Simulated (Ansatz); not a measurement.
**ClFGeH₃NO: density, localisation and related maps**

```yaml
atoms:
  - { symbol: Cl, position_ang: [-0.9791, -1.0806, -2.5880] }
  - { symbol: F, position_ang: [-1.4319, -1.1005, 0.4713] }
  - { symbol: Ge, position_ang: [-2.3292, -0.5821, -0.9390] }
  - { symbol: N, position_ang: [-1.6392, 1.3937, -0.6730] }
  - { symbol: O, position_ang: [-3.9747, -0.5164, -1.0162] }
  - { symbol: H, position_ang: [-2.4613, 1.9945, -0.5914] }
  - { symbol: H, position_ang: [-1.0975, 1.4343, 0.1917] }
  - { symbol: H, position_ang: [-1.0602, 1.7068, -1.4531] }
```

Geometry: B3LYP/6-31G*.

Level of theory: Ansatz, isolated molecule in a Gaussian basis; Kohn-Sham density functional theory, functional PBE0.

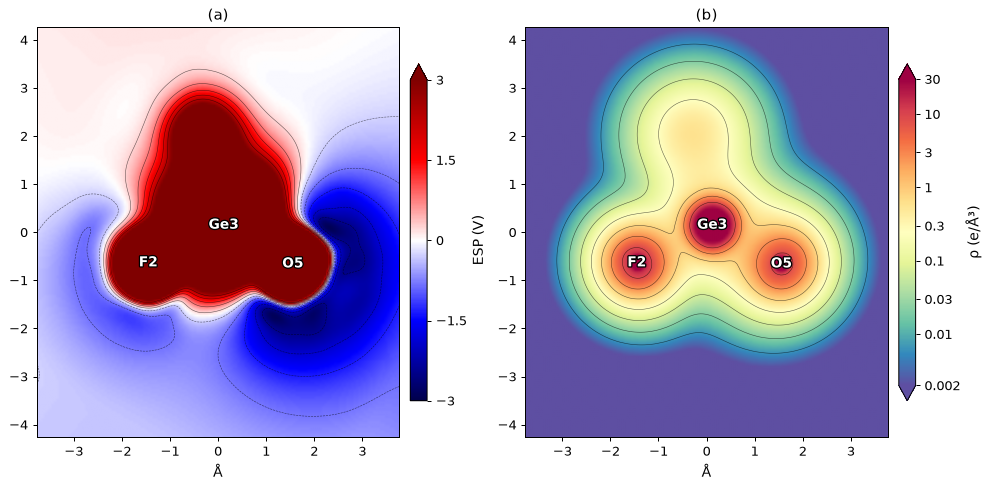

Figure 1. (a) molecular electrostatic potential; (b) electron density on the plane of atoms F2, Ge3 and O5.

Question: Describe what can be read from this map.

Answer: The plane passes through F, Ge and O nuclei. Ge–O (1.65 Å): ρ is about 1.3 e/Å³ halfway. Ge–F (1.75 Å): ρ is about 0.96 e/Å³ halfway. Outside the dense part of the molecule the potential is most negative (−2.9 V) near O5.

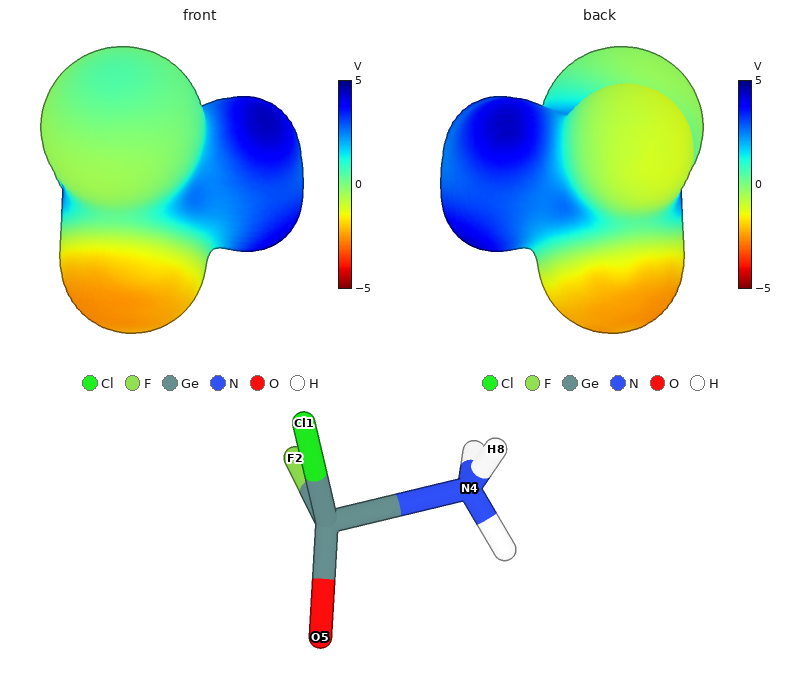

Figure 2. The electrostatic potential painted on the density surface at 0.004 e/bohr³, seen from the front and from behind; red is negative and blue positive. The bare structure is drawn below in the same view.

Question: Which sites attract a positive test charge, and which a negative one?

Answer: A positive charge is drawn to the negative regions and a negative charge to the positive ones. The most negative region (about −2.6 V) lies over O5, the most positive (about +4.4 V) over H6, H7 and H8. Cl1 shows a σ-hole: about +0.5 V at the tip opposite its bond, against about −0.1 V on its flanks. O5 is the likeliest acceptor of a hydrogen bond.

Question: What dipole moment does the calculation give?

Answer: Its dipole moment is 6.90 D.

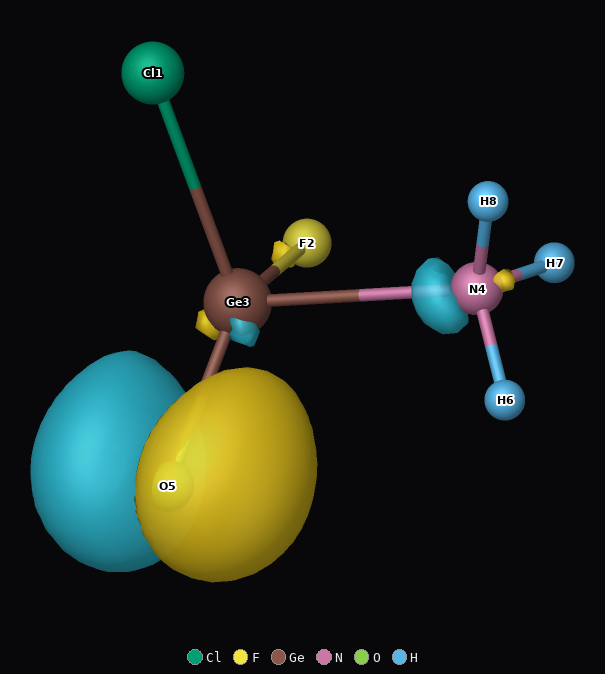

Figure 3. The HOMO−1 at ±0.2 Å⁻³ᐟ² (yellow and cyan are the two phases), seen at a tilt.

Question: Where does this orbital lie, and at what energy?

Answer: By Hirshfeld shares it lies mainly on O5 (about 80 %) and Ge3 (about 15 %); largely a lone pair of O5. Its energy is −7.82 eV.

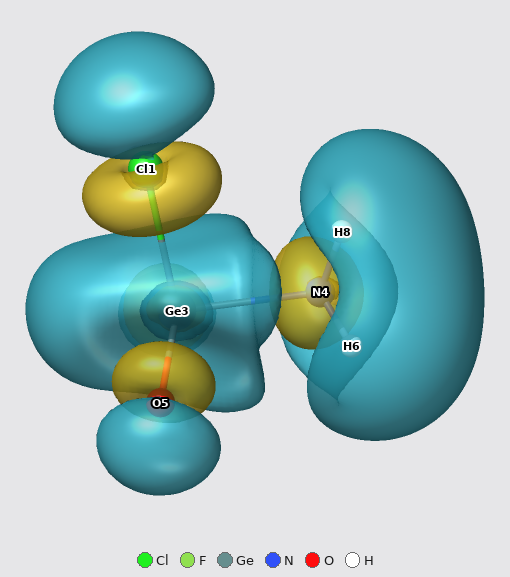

Figure 4. The LUMO at ±0.06 Å⁻³ᐟ² (yellow and cyan are the two phases), seen at a tilt.

Question: Where does this orbital lie, and at what energy?

Answer: It lies mainly on Ge3 (about 30 %), Cl1 (about 20 %), O5 (about 10 %), H7 (about 10 %), H8 (about 10 %) and N4 (about 10 %). Its energy is −1.51 eV.
